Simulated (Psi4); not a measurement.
Run report: NH₃, geometry relaxation (part 4 of 4)

Continued. System: NH₃, SMILES N. Method: BP86/def2-SVP, RKS (Psi4 1.11). The geometry comes from this level: PBE0-D4/def2-TZVP.

Geometry of the input (Å):
```
N  -0.0699  0.2495  0.1109
H  0.4905  -0.3018  0.7492
H  -0.8875  -0.3019  -0.1189
H  0.4669  0.3543  -0.7412
```

### What the program printed, continued
```
       Center              X                  Y                   Z               Mass
    ------------   -----------------  -----------------  -----------------  -----------------
         N           -0.035525094551     0.126781323985     0.056374154156    14.003074004430
         H            1.046765514016    -1.000126586311     1.223572420018     1.007825032230
         H           -1.555474348032    -1.000352480640    -0.415817053110     1.007825032230
         H            1.002306940932     0.238934944351    -1.591037610685     1.007825032230

  Nuclear repulsion =   11.743046014006747

   => Molecular Quadrature <=

    Radial Scheme          =       TREUTLER
    Pruning Scheme         =           NONE
    Nuclear Scheme         =       TREUTLER

    Blocking Scheme        =         OCTREE
    BS radius alpha        =              1
    Pruning alpha          =              1
    Radial Points          =             75
    Spherical Points       =            302
    Total Points           =          87979
    Total Blocks           =            706
    Max Points             =            256
    Max Functions          =             29
    Weights Tolerance      =       1.00E-15

  -Total Gradient:
     Atom            X                  Y                   Z
    ------   -----------------  -----------------  -----------------
       1       -0.000010655099     0.000047620065     0.000020772365
       2        0.000006419797    -0.000016445085    -0.000002091391
       3       -0.000001928147    -0.000016925906    -0.000008097019
       4        0.000006741187    -0.000012218571    -0.000011946118

	total time  =          0 seconds =       0.00 minutes

    			-----------------------------------------

    			 OPTKING 3.0: for geometry optimizations

    			        with contributions from

    			-----------------------------------------

	                            ===> Fragment 1 <==

	 Z (Atomic Numbers)          Masses                          Geom
	       7.000000            14.003074         -0.03552509  0.12678132  0.05637415
	       1.000000             1.007825          1.04676551 -1.00012659  1.22357242
	       1.000000             1.007825         -1.55547435 -1.00035248 -0.41581705
	       1.000000             1.007825          1.00230694  0.23893494 -1.59103761

	 - Coordinate -           - BOHR/RAD -       - ANG/DEG -
	 R(1,2)           =         1.950289           1.032048
	 R(1,3)           =         1.950293           1.032050
	 R(1,4)           =         1.950292           1.032050
	 B(2,1,3)         =         1.816717         104.090205
	 B(2,1,4)         =         1.816721         104.090449
	 B(3,1,4)         =         1.816711         104.089858
	 O(2,1,3,4)       =         1.163827          66.682387
	 O(3,1,2,4)       =        -1.163833         -66.682731
	 O(4,1,2,3)       =         1.163831          66.682589

	        --- Internal Coordinate Step in ANG or DEG, aJ/ANG or AJ/DEG ---
	-------------------------------------------------------------------------------
	           Coordinate      Previous         Force          Change          New
	           ----------      --------        ------          ------        ------
	               R(1,2)       1.03205       -0.00010       -0.00003       1.03201
	               R(1,3)       1.03205       -0.00011       -0.00004       1.03201
	               R(1,4)       1.03205       -0.00010       -0.00003       1.03202
	             B(2,1,3)     104.09021        0.00000        0.01620     104.10640
	             B(2,1,4)     104.09045        0.00000        0.01564     104.10609
	             B(3,1,4)     104.08986        0.00000        0.01618     104.10603
	           O(2,1,3,4)      66.68239       -0.00000       -0.03181      66.65057
	           O(3,1,2,4)     -66.68273        0.00000        0.03213     -66.65060
	           O(4,1,2,3)      66.68259       -0.00000       -0.03180      66.65079
	-------------------------------------------------------------------------------

	                                 ==> Convergence Check <==

	Measures of convergence in internal coordinates in au.

	Criteria marked as inactive (o), active & met (*), and active & unmet ( ).

	----------------------------------------------------------------------------------------------
	   Step    Total Energy     Delta E     Max Force     RMS Force      Max Disp      RMS Disp
	----------------------------------------------------------------------------------------------
	  Convergence Criteria     1.00e-06 *    3.00e-04 *             o    1.20e-03 *             o
	----------------------------------------------------------------------------------------------
	     5     -56.50887073   -1.78e-06      1.37e-05 *    9.43e-06 o    5.61e-04 *    3.62e-04 o  ~
	----------------------------------------------------------------------------------------------

Next Geometry in Ang
	Fragment 1 (Ang)

	    N  -0.0187564464   0.0669302039   0.0297609605
	    H   0.5539466085  -0.5292068871   0.6475681324
	    H  -0.8232064671  -0.5293268651  -0.2200235274
	    H   0.5304181039   0.1265243304  -0.8419687607

    Final optimized geometry and variables:
    Molecular point group: c1
    Full point group: C1

    Geometry (in Bohr), charge = 0, multiplicity = 1:

    N           -0.035525094551     0.126781323985     0.056374154156
    H            1.046765514016    -1.000126586311     1.223572420018
    H           -1.555474348032    -1.000352480640    -0.415817053110
    H            1.002306940932     0.238934944351    -1.591037610685

  Variable Map:
  ----------------------------------------------------------------------------
  "CURRENT ENERGY"              =>     -56.508870725010
  "CURRENT REFERENCE ENERGY"    =>     -56.508870725010
  "DD SOLVATION ENERGY"         =>       0.000000000000
  "DFT FUNCTIONAL TOTAL ENERGY" =>     -56.508870725010
  "DFT TOTAL ENERGY"            =>     -56.508870725010
  "DFT VV10 ENERGY"             =>       0.000000000000
  "DFT XC ENERGY"               =>      -8.011867974338
  "GRID ELECTRONS ALPHA"        =>       5.000002769282
  "GRID ELECTRONS BETA"         =>       5.000002769282
  "GRID ELECTRONS TOTAL"        =>      10.000005538564
  "NUCLEAR REPULSION ENERGY"    =>      11.743046014007
  "ONE-ELECTRON ENERGY"         =>     -99.264539501433
  "OPTIMIZATION ITERATIONS"     =>       5.000000000000
  "PCM POLARIZATION ENERGY"     =>       0.000000000000
  "PE ENERGY"                   =>       0.000000000000
  "SCF ITERATION ENERGY"        =>     -56.508870725010
  "SCF ITERATIONS"              =>       6.000000000000
  "SCF TOTAL ENERGY"            =>     -56.508870725010
  "TWO-ELECTRON ENERGY"         =>      39.024490736754
  "XC GRID RADIAL POINTS"       =>      75.000000000000
  "XC GRID SPHERICAL POINTS"    =>     302.000000000000
  "XC GRID TOTAL POINTS"        =>   87979.000000000000

  Array Variable Map:
  ----------------------------------------------------------------------------
  "CURRENT DIPOLE"              =>       0.174105509522 ... -0.276279509573 1 by 3
  "CURRENT GRADIENT"            =>      -0.000010655099 ... -0.000011946118 4 by 3
  "DFT TOTAL GRADIENT"          =>      -0.000010655099 ... -0.000011946118 4 by 3
  "SCF DIPOLE"                  =>       0.174105509522 ... -0.276279509573 1 by 3
  "SCF TOTAL ENERGIES"          =>     -56.508901256932 ... -56.508870725010 1 by 7
  "SCF TOTAL GRADIENT"          =>      -0.000010655099 ... -0.000011946118 4 by 3

    Psi4 run time: 0:00:10.31

[set-up sections that repeat, and orbital energies of the middle runs, are left out above]
```

### Standard output
```
Optimizer: Optimization complete!
```

### Trajectory as extended XYZ (Å, eV, eV/Å), 5 frames, from step=0 to step=4
```
4
Properties=species:S:1:pos:R:3:forces:R:3 step=0 energy=-1537.65841
N    -0.0699    0.2495    0.1109   -0.2519   0.8995   0.4001
H     0.4905   -0.3018    0.7492    0.3775  -0.4373   0.3609
H    -0.8875   -0.3019   -0.1189   -0.4886  -0.4374  -0.1848
H     0.4669    0.3543   -0.7412    0.3630  -0.0248  -0.5762
4
Properties=species:S:1:pos:R:3:forces:R:3 step=1 energy=-1537.67675
N    -0.0704    0.2514    0.1118   -0.0951   0.3395   0.1508
H     0.4986   -0.3133    0.7549    0.0264  -0.1107  -0.0592
H    -0.8961   -0.3135   -0.1238    0.0420  -0.1107  -0.0493
H     0.4748    0.3508   -0.7537    0.0267  -0.1181  -0.0424
4
Properties=species:S:1:pos:R:3:forces:R:3 step=2 energy=-1537.68053
N    -0.0710    0.2532    0.1126   -0.0547   0.1951   0.0869
H     0.5001   -0.3215    0.7495   -0.0173  -0.0483  -0.0888
H    -0.8919   -0.3216   -0.1275    0.0876  -0.0483  -0.0227
H     0.4763    0.3414   -0.7562   -0.0156  -0.0983   0.0247
4
Properties=species:S:1:pos:R:3:forces:R:3 step=3 energy=-1537.68466
N    -0.0721    0.2573    0.1144   -0.0002   0.0014   0.0005
H     0.5007   -0.3380    0.7333   -0.0064   0.0025  -0.0111
H    -0.8775   -0.3381   -0.1350    0.0126   0.0026   0.0009
H     0.4771    0.3182   -0.7574   -0.0061  -0.0065   0.0097
4
Properties=species:S:1:pos:R:3:forces:R:3 step=4 energy=-1537.68471
N    -0.0722    0.2575    0.1145    0.0006  -0.0024  -0.0011
H     0.5006   -0.3388    0.7322   -0.0003   0.0008   0.0001
H    -0.8765   -0.3390   -0.1354    0.0001   0.0009   0.0004
H     0.4770    0.3168   -0.7573   -0.0003   0.0006   0.0006
```

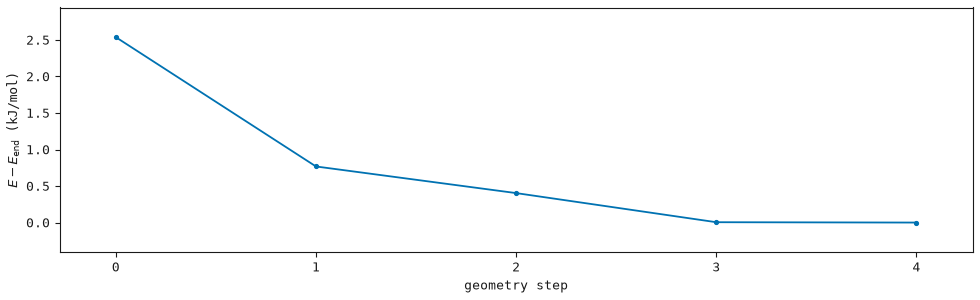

*Progress of the relaxation, step by step (steps are counted from 0).*

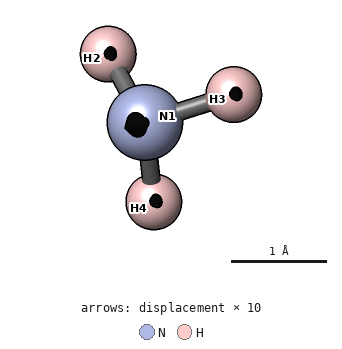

*The starting structure with the displacements as black arrows, magnified 10 times (ball-and-stick view, seen at a tilt). The two geometries are laid on each other by the best rigid fit.*

The largest move after the best rigid fit is that of N1, 0.038 Å. Largest moves by element: N 0.038 Å, H 0.013 Å. Among the contacts that change: N1–H2 1.013 → 1.032 Å. Among the angles that change: H2–N1–H3 107.1° → 104.1°. Over 4 geometry steps the energy falls by 2.54 kJ/mol. The largest force component goes from 0.9 to 0.0024 eV/Å. (Atoms are counted from 1 in the order of the input.)

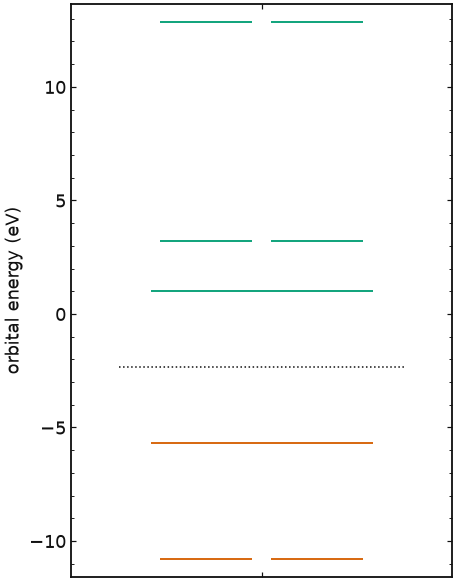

*Orbital energies near the frontier; the dotted line parts filled from empty levels, and levels within 0.02 eV of each other stand side by side.*

Highest filled −5.66 eV, lowest empty 0.99 eV, 6.65 eV apart.

### Results in brief

```csv
quantity,value
outcome,converged
total energy,−56.508871 hartree
basis functions,29
HOMO,−5.66 eV
LUMO,0.99 eV
dipole moment,1.78 D
wall time,12 s
peak memory,0.32 GiB
```
